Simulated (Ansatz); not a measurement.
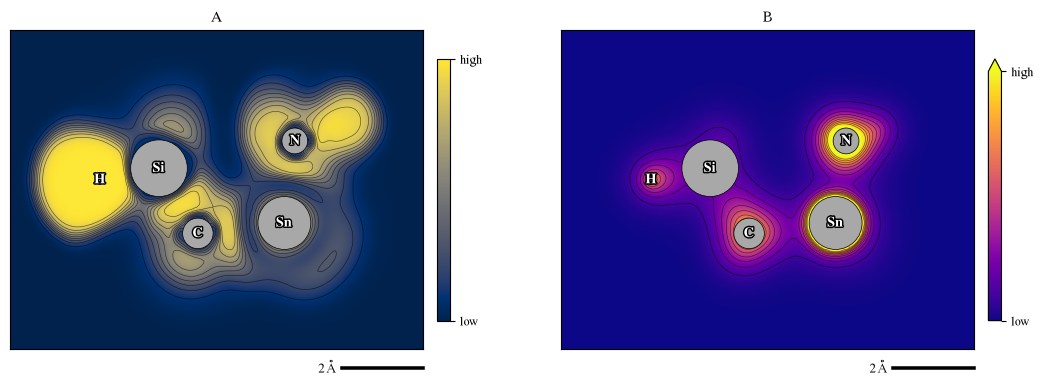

CH9NSiSn (SMILES [NH2][SnH2][CH2][SiH3]): 2 fields on the plane of atoms N1, Sn2 and C3, with unlabelled colour scales. Grey discs cover the atomic cores.

Core potentials replace the inner electrons of Sn.

These are results of RKS CAM-B3LYP-D4/def2-SVP (Ansatz 0.2.0), not measurements.

**Which field does each panel show? The fields are: electron density and electron localisation function.**

Panel A: electron localisation function. Panel B: electron density. From the grid: C–Si (1.88 Å): ρ at the midpoint is about 0.94 e/Å³; the ELF peaks at about 0.95 between the atoms: localised, covalent bonding. Sn–N (2.04 Å): the density is about 0.71 e/Å³ at the midpoint; the ELF peaks at about 0.85 in the valence shell of N, 0.7 Å from its nucleus, and drops to about 0.15 between the two atoms.
